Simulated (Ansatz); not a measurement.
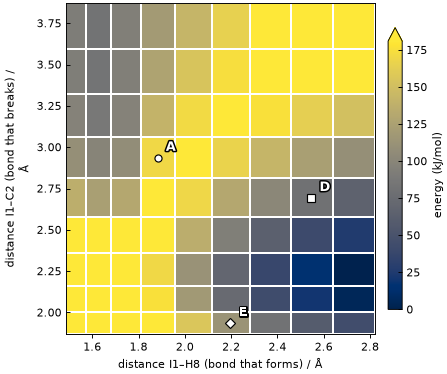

The reacting system C₂H₄FI (fragments C₂H₄FI where the first distance is long, HI + C₂H₃F where the second is long). First axis: distance I1–H8 (bond that forms). Second axis: distance I1–C2 (bond that breaks). Relaxed at each point: all other coordinates. The grid has 9 × 9 points. Points are written as (first, second). All energies are given in kJ/mol relative to the lowest grid point. Energies and slopes of some neighbouring points disagree (a jump in structure or state, or too coarse a mesh). The reference is spin-restricted, so regions where a bond is pulled apart into radicals lie too high. These are results of RKS PBE0-D4/def2-SVP (Ansatz 0.2.0), not measurements.

In the figure: one coloured cell a grid point, one colour for all values above the top of the scale, lettered points.

Rank the lettered points by energy, lowest first.

D (80 kJ/mol), E (113 kJ/mol), A (170 kJ/mol).
